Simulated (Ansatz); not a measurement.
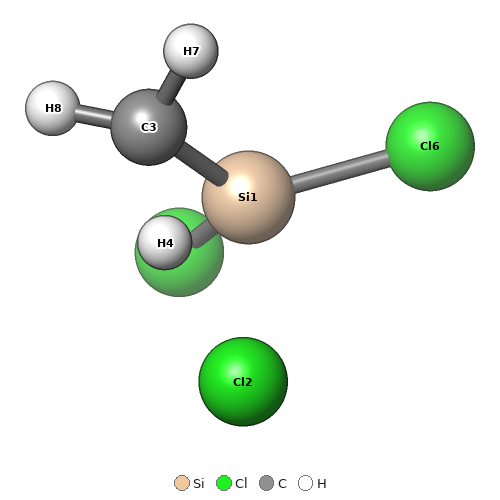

The system is the reacting system CH3Cl3Si (fragments CH₃Cl₃Si where the first distance is long, CH₂Cl₂Si + ClH where the second is long); the picture shows the reference structure. 
- The first coordinate is: distance Cl2–H4 (bond that forms); the second: distance Si1–Cl2 (bond that breaks).
- Relaxed at each point: all other coordinates.
- The grid has 13 × 13 points.
- Points are written as (first, second).
- Energies: kcal/mol, counted from the lowest grid point.
- The reference is spin-restricted, so regions where a bond is pulled apart into radicals lie too high.
- Level of theory: Ansatz, RKS PBE-D4/def2-SVP.

Its coordinates:

```json
{"atom": "Si", "x (Å)": "-0.2636", "y (Å)": "0.4453", "z (Å)": "0.6258"}
{"atom": "Cl", "x (Å)": "2.0408", "y (Å)": "-0.4495", "z (Å)": "0.9075"}
{"atom": "C", "x (Å)": "-0.2182", "y (Å)": "-0.4124", "z (Å)": "-0.9836"}
{"atom": "H", "x (Å)": "1.0474", "y (Å)": "-0.7408", "z (Å)": "-0.5221"}
{"atom": "Cl", "x (Å)": "-0.1228", "y (Å)": "2.4878", "z (Å)": "0.7410"}
{"atom": "Cl", "x (Å)": "-1.3784", "y (Å)": "-0.2887", "z (Å)": "2.1826"}
{"atom": "H", "x (Å)": "-0.8935", "y (Å)": "-1.2828", "z (Å)": "-1.0761"}
{"atom": "H", "x (Å)": "-0.2119", "y (Å)": "0.2410", "z (Å)": "-1.8751"}
```

Range: distance Cl2–H4 (bond that forms) from 1.197 to 2.697 Å; distance Si1–Cl2 (bond that breaks) from 1.917 to 3.417 Å.

> Predict the map.

The lowest grid point is at (2.697 Å, 2.077 Å). It lies at the edge of the scanned range, so the true minimum may lie outside. The highest grid point, (1.197 Å, 1.917 Å), lies 126 kcal/mol above the lowest.

```csv
"second ↓, first →",1.197,1.264,1.357,1.462,1.577,1.699,1.828,1.962,2.101,2.244,2.391,2.542,2.697
3.417,80,75,74,75,77,78,79,78,76,75,73,73,72
3.262,80,75,74,75,76,76,75,73,70,68,67,66,65
3.111,81,76,74,75,75,73,70,67,64,61,60,58,57
2.964,81,77,75,74,73,69,64,60,56,54,52,50,49
2.821,82,78,75,73,69,63,58,53,49,46,43,42,41
2.682,84,80,76,71,65,58,51,45,41,37,35,33,32
2.548,87,82,76,69,60,52,44,38,33,29,26,24,23
2.419,91,84,76,66,56,46,37,31,25,21,18,16,14
2.297,95,87,76,64,52,41,32,25,19,15,11,9,7
2.182,100,90,77,63,50,38,28,21,15,10,6,4,2
2.077,107,96,80,65,51,38,28,20,13,8,5,2,0
1.984,117,103,87,70,55,42,31,22,15,10,6,4,2
1.917,126,112,94,77,61,47,36,27,20,15,11,8,6
```

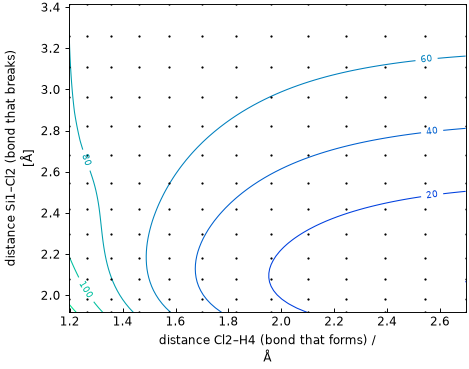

Drawn: contour lines labelled in kcal/mol, dots at the grid points. Between grid points the surface is interpolated.

Time for the 169 points that were run: 31 min on 1 thread of Arm Neoverse V2 (shared host).
